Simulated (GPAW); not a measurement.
**Dielectric function and optical constants of Bi**

Aim: the dielectric function of Bi, and the optical constants that follow from it. The cell comes from an older database entry, whose edges can differ from later determinations, mostly by under a per cent.

Calculated with GPAW 26.7.0; DFT, PBE, plane-wave PAW (GPAW data sets), scalar-relativistic, RPA, optical limit.

The database entry behind the starting cell lists a temperature near 78 K, so it need not match the best structure at ambient conditions.

## (1) The starting structure

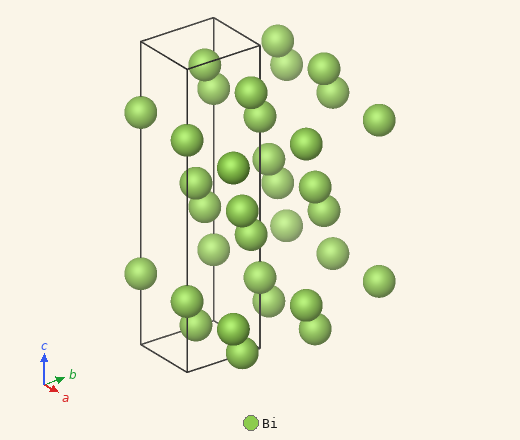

The cell as given, slightly off an axis (bismuth green). 2×2×1 cells are drawn. This picture shows the conventional cell, with its axes. Some periodic images of atoms are drawn too.

Coordinates:

```cif
data_structure
_symmetry_space_group_name_H-M 'P 1'
_symmetry_Int_Tables_number 1
_cell_length_a 4.7290
_cell_length_b 4.7290
_cell_length_c 4.7290
_cell_angle_alpha 57.304
_cell_angle_beta 57.304
_cell_angle_gamma 57.304
_cell_volume 70.14
loop_
_atom_site_label
_atom_site_type_symbol
_atom_site_fract_x
_atom_site_fract_y
_atom_site_fract_z
_atom_site_occupancy
Bi1 Bi 0.76600 0.76600 0.76600 1
Bi2 Bi 0.23400 0.23400 0.23400 1
```

## (2) Ground state

First the ground state: is it a metal or has it a gap?

This step: DFT, PBE, plane-wave PAW (GPAW data sets), scalar-relativistic, ground state (GPAW 26.7.0).

gs.py

```python
from ase import Atoms
from ase.dft.bandgap import bandgap
from gpaw import GPAW, PW, FermiDirac

atoms = Atoms(['Bi', 'Bi'],
              cell=[[2.267500000000, 1.309141735400, 3.938000000000],
                    [-2.267500000000, 1.309141735400, 3.938000000000],
                    [0.000000000000, -2.618283470800, 3.938000000000]],
              scaled_positions=[[0.766000000000, 0.766000000000, 0.766000000000],
                                [0.234000000000, 0.234000000000, 0.234000000000]],
              pbc=[True, True, True])
atoms.calc = GPAW(mode=PW(500), xc='PBE', kpts={'size': (6, 6, 6), 'gamma': True},
                  occupations=FermiDirac(0.05), maxiter=150, txt='gs.txt')
print('energy (eV)', atoms.get_potential_energy())
print('Fermi level (eV)', atoms.calc.get_fermi_level())
print('valence electrons', atoms.calc.get_number_of_electrons())
print('gap (eV)', bandgap(atoms.calc, output=None)[0])
print('direct gap (eV)', bandgap(atoms.calc, direct=True, output=None)[0])
atoms.calc.write('gs.gpw')
```

Run with:

```console
> OMP_NUM_THREADS=1 python gs.py
```

Numbers of over 12 decimals in the logs are rounded to 6 here.

Output:

```text
__  _  _
 | _ |_)|_||  |
 |__||  | ||/\| - 26.7.0

Versions:
  Python: 3.12.14
  ASE:    3.29.0
  Numpy:  2.5.5
  Scipy:  1.18.1
  Libxc:  7.0.0

Input parameters:
  mode=PW(ecut=500.0),
  kpts=MonkhorstPack(size=(6, 6, 6), gamma=True),
  maxiter=150,
  occupations=Occupations(name='fermi-dirac', width=0.05, fixmagmom=False),
  xc=XC(name='PBE')

Diagonalizing LCAO Hamiltonian
Converting LCAO to pw mode

       Bi

       Bi

Atoms  # Å, Bohr magnetons
|   | symbol |         x |        y |        z |    initial magnetic moments |
| 0 |     Bi |  0.000000 | 0.000000 | 9.049524 | ( 0.0000,  0.0000,  0.0000) |
| 1 |     Bi | -0.000000 | 0.000000 | 2.764476 | ( 0.0000,  0.0000,  0.0000) |

Unit cell  # Å
| periodic |         x |         y |        z |  lengths |    angles |
|      yes |  2.267500 |  1.309142 | 3.938000 | 4.728980 | 57.304234 |
|      yes | -2.267500 |  1.309142 | 3.938000 | 4.728980 | 57.304234 |
|      yes |  0.000000 | -2.618283 | 3.938000 | 4.728980 | 57.304234 |

Number of symmetries: 12
Symmetry operations  # r_c * U_cc + t_c -> r_c
|    | kind |            matrix            |
|  0 |  E   |  1, 0, 0,  0, 1, 0,  0, 0, 1 |
|  1 |  σ   |  1, 0, 0,  0, 0, 1,  0, 1, 0 |
|  2 |  σ   |  0, 1, 0,  1, 0, 0,  0, 0, 1 |
|  3 |  C3  |  0, 1, 0,  0, 0, 1,  1, 0, 0 |
|  4 |  C3  |  0, 0, 1,  1, 0, 0,  0, 1, 0 |
|  5 |  σ   |  0, 0, 1,  0, 1, 0,  1, 0, 0 |
|  6 |  C2  |  0, 0,-1,  0,-1, 0, -1, 0, 0 |
|  7 |  S6  |  0, 0,-1, -1, 0, 0,  0,-1, 0 |
|  8 |  S6  |  0,-1, 0,  0, 0,-1, -1, 0, 0 |
|  9 |  C2  |  0,-1, 0, -1, 0, 0,  0, 0,-1 |
| 10 |  C2  | -1, 0, 0,  0, 0,-1,  0,-1, 0 |
| 11 |  i   | -1, 0, 0,  0,-1, 0,  0, 0,-1 |

BZ-sampling:
  Number of BZ points: 216
  Number of IBZ points: 32

  Monkhorst-Pack size: [6, 6, 6]
  Monkhorst-Pack shift: [0.083333, 0.083333, 0.083333]

K-points  # in reciprocal-cell coordinates
|     |                                coordinates |     weight |
|   0 | (  0.00000000,   0.00000000,   0.00000000) | 0.00462963 |
|   1 | (  0.16666667,   0.00000000,  -0.16666667) | 0.02777778 |
|   2 | (  0.16666667,   0.00000000,   0.00000000) | 0.02777778 |
|   3 | (  0.16666667,   0.16666667,  -0.16666667) | 0.02777778 |
|   4 | (  0.16666667,   0.16666667,   0.00000000) | 0.02777778 |
|   5 | (  0.16666667,   0.16666667,   0.16666667) | 0.00925926 |
|   6 | (  0.33333333,  -0.16666667,  -0.16666667) | 0.02777778 |
|   7 | (  0.33333333,   0.00000000,  -0.33333333) | 0.02777778 |
|   8 | (  0.33333333,   0.00000000,  -0.16666667) | 0.05555556 |
|   9 | (  0.33333333,   0.00000000,   0.00000000) | 0.02777778 |
| ... |                                            |            |
|  31 | (  0.50000000,   0.50000000,   0.50000000) | 0.00462963 |

Plane wave coefficients: 1808
Cutoff: 500.0 eV

Spin-components: 1 (collinear spins)
Bands:           18
Projectors:      12
Spin-degeneracy: 2
Datatype:        complex128

Parallelization:
  kpt:    1
  domain: 1
  band:   1

Density:
  Valence electrons: 30.0
  Components: 1
  Grid points: [25 25 25]
  Charge: 0.0  # |e|

Potential:
  Grid points: [25 25 25]

species:
  Bi:
    name:    Bismuth
    id:
    Z:       83.0
    valence: 15
    core:    68
    charge:  0.0  # [|e|]
    compensation charges:
      type: gauss
      rc: 0.38  # [Å]
      lmax: 2
    cutoffs:
      filter: 2.23  # [Å]
      core: 2.33  # [Å]
    projectors
    | kind |    occ | energy [eV] | rcut [Å] |
    |   6s |  2.000 |     -14.385 |    1.286 |
    |   6p |  3.000 |      -4.580 |    1.275 |
    |   5d | 10.000 |     -27.119 |    1.349 |
    |    s |        |      12.827 |    1.286 |
    |    p |        |      22.631 |    1.275 |
    |    d |        |       0.093 |    1.349 |

    Using partial waves for Bi as LCAO basis

Reference energy: -1169696.765905  # eV

eigensolver:
  PPCG
  Converge bands: occupied
  niter=2

density mixing:
  MSR1-Mixer
  Pratt-step length: 0.05
  Maximum mixing coefficient: 0.75
  Old densities: 10
  SVD Regularization: 0.005
  Good broyden scale: 1.0
  Trust region scale: 1.0
  Backstep threshold: 4.0
  History deletion threshold: 6.0
  Fourier metric: weight=20.0, sigma=0.015

occupation numbers:
  Fermi-Dirac:
    width: 0.0500  # eV

poisson solver:
  ecut: 4000.0  # eV

xc functional:
  name: PBE with 2 nearest neighbor stencil

convergence criteria:
- Maximum [total energy] change in last 3 cyles: 0.0005 eV / valence electron
- Maximum integral of absolute [dens]ity change: 0.0001 electrons / valence electron
- Maximum integral of absolute [eigenst]ate change: 4e-08 eV^2 / valence electron
maximum number of iterations: 150

SCF iterations
|iter     |      energy | eigst |  dens |
|iter:   1||   -9.331538 | -0.35 |       |
|iter:   2||   -9.339941 | -2.48 | -1.73 |
|iter:   3||   -9.352595 | -2.89 | -1.76 |
|iter:   4||   -9.358906 | -3.34 | -2.15 |
|iter:   5||   -9.360382c| -3.99 | -2.58 |
|iter:   6||   -9.360445c| -5.27 | -3.39 |
|iter:   7||   -9.360451c| -6.39 | -4.19c|
|iter:   8||   -9.360453c| -6.71 | -4.60c|
|iter:   9||   -9.360453c| -7.58c| -5.25c|

Converged in 9 steps
SCF loop duration: 13.989 s (1.554 s/step)
Energy contributions relative to reference atoms: (reference = -1169696.765905)

Energy contributions:
  Kinetic:          34.142872
  Coulomb:         -31.512447
  Zero:             -2.957942
  External:          0.000000
  Xc:               -9.031158
  Entropy:          -0.003555
  Spinorbit:         0.000000
  ----------------------------
  Free energy:      -9.362230
  Extrapolated:     -9.360453

dipole moment: (-0.000000, 0.000000, 0.000006)  # |e|*Ang

Fermi level: 6.067
Eigenvalues  # (at kpt = [0.000, 0.000, 0.000])
| band index |      eig [eV] | occ [0-2] |
|          0 |       -16.999 |     2.000 |
|        ... |               |           |
|          7 |       -16.654 |     2.000 |
|          8 |       -16.530 |     2.000 |
|          9 |       -16.530 |     2.000 |
|         10 |        -6.880 |     2.000 |
|         11 |        -1.120 |     2.000 |
|         12 |         4.638 |     2.000 |
|         13 |         4.892 |     2.000 |
|         14 |         4.892 |     2.000 |
|         15 |         8.620 |     0.000 |
|         16 |         9.092 |     0.000 |
|         17 |         9.092 |     0.000 |

No gap
No difference between direct/indirect transitions

--- standard output ---
energy (eV) -9.360453
Fermi level (eV) 6.066714
valence electrons 30.0
gap (eV) 0.0
direct gap (eV) 0.0
```

Run time: 17 s. Hardware: 1 thread of Intel Xeon at 2.70GHz, shared host; peak memory 0.16 GiB.

Numbers from this step:

```
energy       : -9.360 eV
Fermi energy : 6.067 eV
electrons    : 30
```

There are states at the Fermi level within the smearing, so the occupations stay smeared and the carriers get a Drude term.

## (3) Bands for the response

The response needs many more empty bands than the density does.

This step: DFT, PBE, plane-wave PAW (GPAW data sets), scalar-relativistic, bands at fixed density (GPAW 26.7.0).

nscf.py

```python
from ase.dft.bandgap import bandgap
from gpaw import GPAW, FermiDirac

calc = GPAW('gs.gpw').fixed_density(kpts={'size': (12, 12, 12), 'gamma': True}, nbands=73, convergence={'bands': 67},
                                    occupations=FermiDirac(0.05), txt='nscf.txt')
print('gap (eV)', bandgap(calc, output=None)[0])
print('direct gap (eV)', bandgap(calc, direct=True, output=None)[0])
print('top band over the Fermi level (eV)', min(calc.get_eigenvalues(kpt=k)[66] for k in range(len(calc.get_ibz_k_points()))) - calc.get_fermi_level())
calc.write('full.gpw', mode='all')
```

Run with:

```console
> OMP_NUM_THREADS=1 python nscf.py
```

Output:

```text
Diagonalizing LCAO Hamiltonian
Converting LCAO to pw mode
convergence criteria:
- Maximum integral of absolute [eigenst]ate change: 4e-08 eV^2 / valence electron
maximum number of iterations: 150

SCF iterations
|iter     |      energy | eigst |  dens |
|iter:   1||             | +3.77 |       |
|iter:   2||             | +2.55 |       |
|iter:   3||             | +1.43 |       |
|iter:   4||             | +0.44 |       |
|iter:   5||             | -0.27 |       |
|iter:   6||             | -0.83 |       |
|iter:   7||             | -1.36 |       |
|iter:   8||             | -1.83 |       |
|iter:   9||             | -2.34 |       |
|iter:  10||             | -2.84 |       |
|iter:  11||             | -3.36 |       |
|iter:  12||             | -3.88 |       |
|iter:  13||             | -4.41 |       |
|iter:  14||             | -4.97 |       |
|iter:  15||             | -5.51 |       |
|iter:  16||             | -6.07 |       |
|iter:  17||             | -6.58 |       |
|iter:  18||             | -7.04 |       |
|iter:  19||             | -7.39 |       |
|iter:  20||             | -7.71c|       |
SCF steps: 20
  __  _  _
 | _ |_)|_||  |
 |__||  | ||/\| - 26.7.0

Versions:
  Python: 3.12.14
  ASE:    3.29.0
  Numpy:  2.5.5
  Scipy:  1.18.1
  Libxc:  7.0.0

Input parameters:
  mode=PW(ecut=500.0),
  convergence={'bands': 67},
  gpts=array([25, 25, 25]),
  kpts=MonkhorstPack(size=(12, 12, 12), gamma=True),
  maxiter=150,
  nbands=73,
  occupations=Occupations(name='fermi-dirac', width=0.05, fixmagmom=False),
  parallel={},
  xc=XC(name='PBE')

--- standard output ---
gap (eV) 0.0
direct gap (eV) 0.0
top band over the Fermi level (eV) 37.123710
```

Elapsed: 11 min, on 1 thread; peak memory 0.61 GiB.

## (4) Dielectric function, RPA

Local fields let the induced charge screen the field inside the cell, which as a rule lowers ε, most along directions where the density is uneven.

This step: DFT, PBE, plane-wave PAW (GPAW data sets), scalar-relativistic, RPA, optical limit (GPAW 26.7.0).

df.py

```python
from gpaw.response.df import DielectricFunction

df = DielectricFunction('full.gpw', frequencies={'type': 'nonlinear', 'domega0': 0.03, 'omega2': 8},
                        ecut=50,
                        eta=0.15,
                        nbands=67,
                        rate=0.05,
                        txt='df.txt')
for direction in ['x', 'z']:
    df.get_dielectric_function(xc='RPA', direction=direction, filename=f'df_{direction}.csv')
```

Run with:

```console
> OMP_NUM_THREADS=1 python df.py
```

Output:

```text
Using integrator: PointIntegrator
NonLinearFrequencyDescriptor(from 0.000 to 65.973 eV, 499 points)
Nonperiodic BCs:  [False False False]
Using integrator: PointIntegrator
NonLinearFrequencyDescriptor(from 0.000 to 65.973 eV, 499 points)
Nonperiodic BCs:  [False False False]
Using integrator: PointIntegrator

Calculating chi0 body with:
    Ground state adapter containing:
    Number of spins: 1
    Number of kpoints: 1728
    Number of irreducible kpoints: 189
    Number of completely occupied states: 13
    Number of partially occupied states: 17

    Linear response parametrization:
    q_c: [0.0, 0.0, 0.0]
    Number of frequency points: 499
    Planewave cutoff: 50.0
    Number of bands: 67
    Number of planewaves: 59
    Broadening (eta): 0.15

Integrating chi0 body.

Symmetries of q_c:
    Direct symmetries (Uq -> q): 12
    Indirect symmetries (TUq -> q): 0
In total 12 allowed symmetries.

189 groups of equivalent kpoints. 89.0625% reduction.

Integral kind: spectral function

Calculating chi0 optical extensions with:
    Ground state adapter containing:
    Number of spins: 1
    Number of kpoints: 1728
    Number of irreducible kpoints: 189
    Number of completely occupied states: 13
    Number of partially occupied states: 17

    Linear response parametrization:
    Number of frequency points: 499
    Planewave cutoff: 50.0
    Number of bands: 67
    Number of planewaves: 59
    Broadening (eta): 0.15
Integrating chi0 head and wings.

Symmetries of q_c:
    Direct symmetries (Uq -> q): 12
    Indirect symmetries (TUq -> q): 0
In total 12 allowed symmetries.

189 groups of equivalent kpoints. 89.0625% reduction.

Integral kind: spectral function wings

Calculating drude chi0 with:
    Number of frequency points:499
    Plasma frequency decay rate: 0.05 eV

    Ground state adapter containing:
    Number of spins: 1
    Number of kpoints: 1728
    Number of irreducible kpoints: 189
    Number of completely occupied states: 13
    Number of partially occupied states: 17

Symmetries of q_c:
    Direct symmetries (Uq -> q): 12
    Indirect symmetries (TUq -> q): 0
In total 12 allowed symmetries.

189 groups of equivalent kpoints. 89.0625% reduction.

Integral kind: intraband
Plasma frequency:
[[2.24-0.j 0.  +0.j 0.  +0.j]
 [0.  -0.j 2.24-0.j 0.  +0.j]
 [0.  +0.j 0.  +0.j 1.95-0.j]]
```

It took 1.9 min on 1 thread; peak memory 0.31 GiB.

The Im ε has structure finer than the step of the table below, so its rows give means over 1 eV, whole bins alone (the curve runs from 0.305 to 14.0 eV). Peaks (eV: height): E ∥ x 1.0: 93.1; E ∥ z 1.4: 53.2.

Sum at mesh points, not converged in k. Im ε against photon energy; means over each step:

```
photon energy (eV)  E ∥ x  E ∥ z
                 1   77.3   44.3
                 2   26.2   37.8
                 3   6.73   10.4
                 4   3.18   4.32
                 5   3.91   3.65
                 6   3.10   3.17
                 7   3.04   3.26
                 8   1.75   2.10
                 9   1.12   1.29
                10  0.833  0.994
                11  0.616  0.803
                12  0.523  0.656
                13  0.439  0.499
```

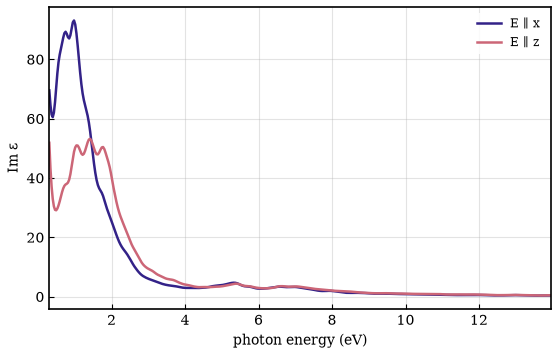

Im ε against photon energy.

Values under 1 per cm are given as 1; sum at mesh points, not converged in k. Table of absorption coefficient by photon energy:

```
photon energy (eV)  E ∥ x (1/cm)  E ∥ z (1/cm)
              1.01         6.7e5         3.8e5
              1.99         1.1e6         1.1e6
              3.02         1.0e6         1.1e6
              3.98         8.9e5         1.0e6
              4.98         8.4e5         8.7e5
              6.02         9.8e5         1.0e6
              6.99         1.2e6         1.2e6
              8.03         1.2e6         1.2e6
              9.02         1.1e6         1.2e6
             10.03         1.0e6         1.1e6
             11.03         9.1e5         1.0e6
             12.02         8.0e5         9.4e5
             13.00         7.1e5         8.2e5
```

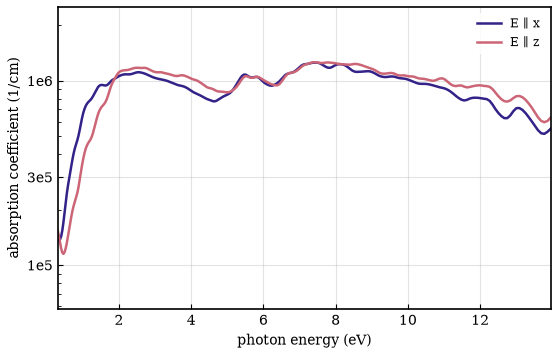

Absorption coefficient against photon energy.

The loss function −Im 1/ε at q → 0 has structure finer than the step of the table below, so its rows give means over 1 eV, whole bins alone (the curve runs from 0.305 to 14.0 eV). Peaks (eV: height): E ∥ x 12.7: 2.34, 13.6: 2.88; E ∥ z 13.7: 2.62.

Sum at mesh points, not converged in k. Loss function −Im 1/ε at q → 0 against energy loss; means over each step:

```
energy loss (eV)   E ∥ x   E ∥ z
               1  0.0116  0.0149
               2  0.0233  0.0228
               3  0.0405  0.0412
               4   0.121  0.0888
               5   0.215   0.198
               6   0.240   0.239
               7   0.236   0.240
               8   0.269   0.265
               9   0.410   0.372
              10   0.619   0.575
              11    1.00   0.825
              12    1.58    1.14
              13    2.26    1.79
```

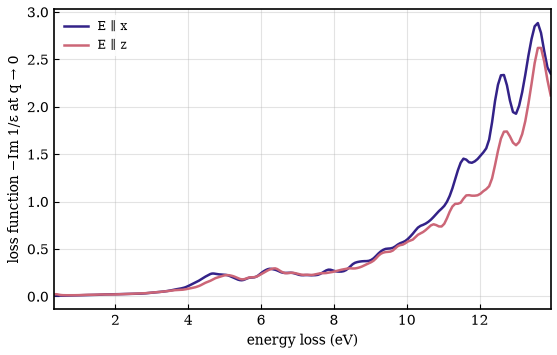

Loss function −Im 1/ε at q → 0 against energy loss.

The Im ε, E ∥ x has structure finer than the step of the table below, so its rows give means over 1 eV, whole bins alone (the curve runs from 0.305 to 14.0 eV). Peaks (eV: height): without local fields 1.0: 100; with local fields 1.0: 93.1.

Sum at mesh points, not converged in k. The Im ε, E ∥ x by photon energy; means over each step:

```
photon energy (eV)  without local fields  with local fields
                 1                  82.5               77.3
                 2                  27.0               26.2
                 3                  6.58               6.73
                 4                  3.40               3.18
                 5                  4.58               3.91
                 6                  3.73               3.10
                 7                  3.52               3.04
                 8                  1.85               1.75
                 9                  1.25               1.12
                10                 0.969              0.833
                11                 0.760              0.616
                12                 0.673              0.523
                13                 0.567              0.439
```

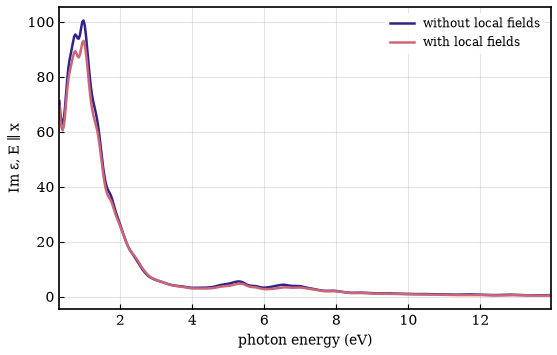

Im ε, E ∥ x, plotted against photon energy.

The reflectivity at normal incidence has structure finer than the step of the table below, so its rows give means over 1 eV, whole bins alone (the curve runs from 0.305 to 14.0 eV). Peaks (eV: height): E ∥ x 2.7: 78.5, 5.6: 47.7, 8.3: 53.8; E ∥ z 2.8: 74.5, 5.6: 46.4, 8.8: 50.3.

Sum at mesh points, not converged in k. The reflectivity at normal incidence by photon energy; means over each step:

```
photon energy (eV)  E ∥ x (%)  E ∥ z (%)
                 1       72.7       62.2
                 2       75.2       70.2
                 3       76.3       72.6
                 4       62.0       65.3
                 5       40.2       44.8
                 6       42.3       41.8
                 7       42.7       40.4
                 8       50.4       47.4
                 9       48.2       48.1
                10       44.4       41.9
                11       40.2       37.5
                12       32.2       34.4
                13       24.4       29.4
```

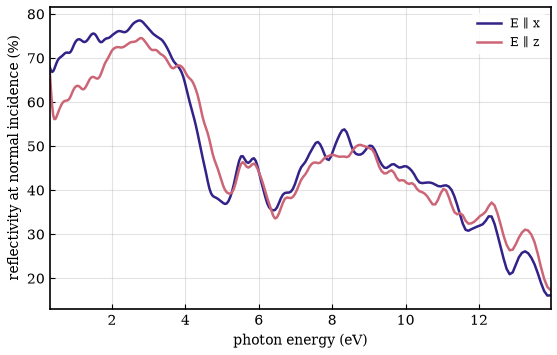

Reflectivity at normal incidence against photon energy.

At chosen wavelengths:

```
wavelength (nm)   n x    k x  R (%) x   1/α x   n z    k z  R (%) z   1/α z
           1550  8.02  5.483     71.2   22 nm  6.80  2.814     60.5   44 nm
           1064  5.59  6.530     74.0   13 nm  6.17  3.935     63.1   22 nm
            800  3.51  6.035     75.3   11 nm  5.25  4.666     65.5   14 nm
            633  2.54  5.279     74.8  9.5 nm  3.93  5.479     71.1  9.2 nm
            450  1.03  3.886     78.5  9.2 nm  1.53  4.192     74.4  8.5 nm
            405  0.87  3.312     76.0  9.7 nm  1.25  3.582     72.0  9.0 nm
            308  0.69  2.143     63.1   11 nm  0.80  2.505     66.3  9.8 nm
```

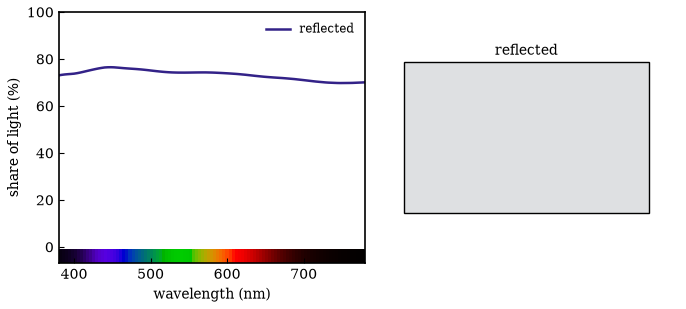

Light reflected across the visible range, with the colour that it makes of daylight (sRGB).

In reflection the computed colour is light grey: x = 0.310, y = 0.326, luminous reflectivity 74 %.

## (5) Results

What this shows: At this level (PBE, RPA) Bi is a metal. The mesh is too coarse to trust the carriers' weight, the reflectivity or the colour to better than tens of per cent. In reflection the computed colour is light grey: x = 0.310, y = 0.326, luminous reflectivity 74 %. The carriers' damping of 0.05 eV is typed, not computed; it shapes the response at the lowest energies. Spin-orbit coupling is left out although heavy atoms are present. GPAW's carrier term has the form −ωp²/(ω + i·rate)², which damps like twice the rate and fails at low energy, so the curves leave the lowest energies out. The sum runs over mesh points 0.14 Å⁻¹ apart with no interpolation, so peaks are partly noise of the mesh, and the Drude plasma energy, a sum over the Fermi surface, isn't converged.

[Machine, clock and banner lines and Python warnings are left out of the logs.]

[Logs are printed without paths, hosts, clocks, repeated set-up lines and the standing remarks that a program may print on its own settings, such as how far it seeks lower states.]

[Hosts, paths, dates, database ids (printed as entryN), source tags and the programs' standing remarks are cut or masked in the printed files.]
